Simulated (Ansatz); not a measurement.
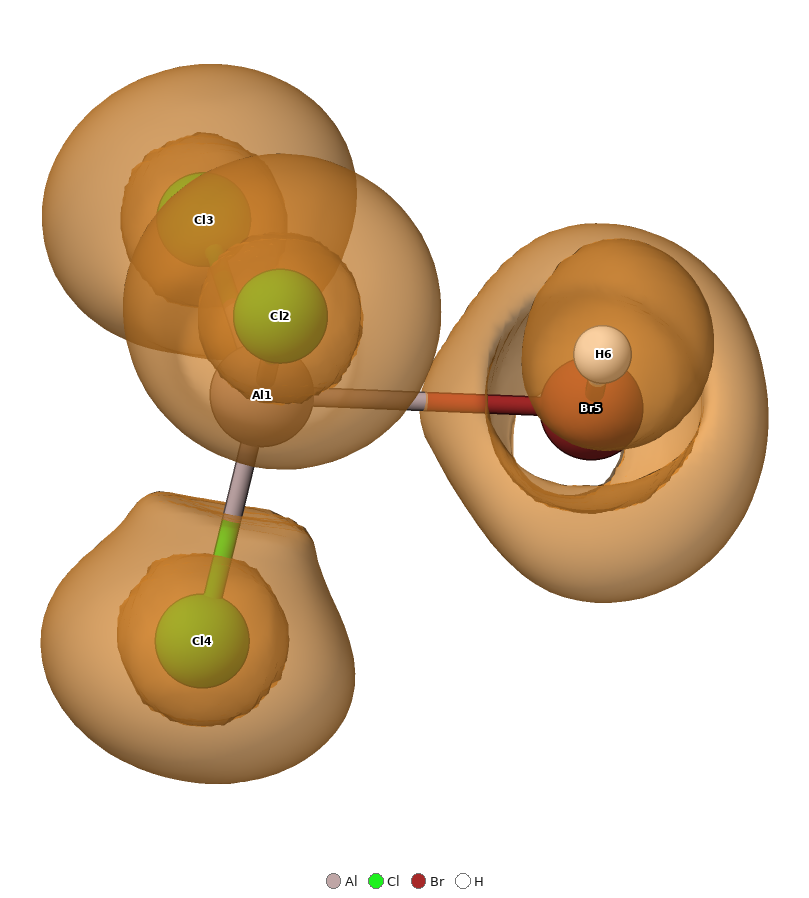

Figure. AlBrCl$_{3}$H. Isosurface of the ELF at 0.75 (orange), seen at a tilt. Only the valence region is drawn (cores and ρ < 0.01 e/Å³ removed).

All numbers below come from RKS PBE0/def2-SVP in Ansatz 0.2.0.

The calculation's input:

```
crystal:
  periodic: [false, false, false]
  atoms:
    - { symbol: Al, position_ang: [-0.005557, 0.229835, -0.032214] }
    - { symbol: Cl, position_ang: [-0.007366, 0.487173, 2.141345] }
    - { symbol: Cl, position_ang: [1.79838, 0.273646, -1.054904] }
    - { symbol: Cl, position_ang: [-1.813703, 0.230803, -1.04903] }
    - { symbol: Br, position_ang: [0.123362, -3.16687, 1.151655] }
    - { symbol: H, position_ang: [0.082484, -2.082485, 2.189948] }
basis:
  gaussian: { orbitals: def2-SVP }
hamiltonian:
  xc: pbe0
relax:
  f_tol: 0.03
  max_steps: 50
output:
  orbitals: {}
```

Launched as:

```sh
ansatz run input.yaml --threads 4 --pin off --max-ram 5120MiB --backend cpu --events-out ev --progress --plain --runs-dir out
```

The fields are those of the run's last geometry, not of the input's.

Question: Identify the bonds, lone pairs and shells in this picture.

Answer: At this value the surface marks out one region around a hydrogen nucleus, one region on Br in which the atom's valence shell and bonds are merged and three regions on Cl in which the atom's valence shell and bonds are merged. Profiles from the grid: Al–Cl (2.10 Å): the ELF peaks at about 0.90 in the valence shell of Cl, 0.9 Å from its nucleus, and is about 0.80 at the midpoint. Al–Br (2.71 Å): the ELF peaks at about 0.90 in the valence shell of Br, 1.1 Å from its nucleus, and is about 0.80 at the midpoint.
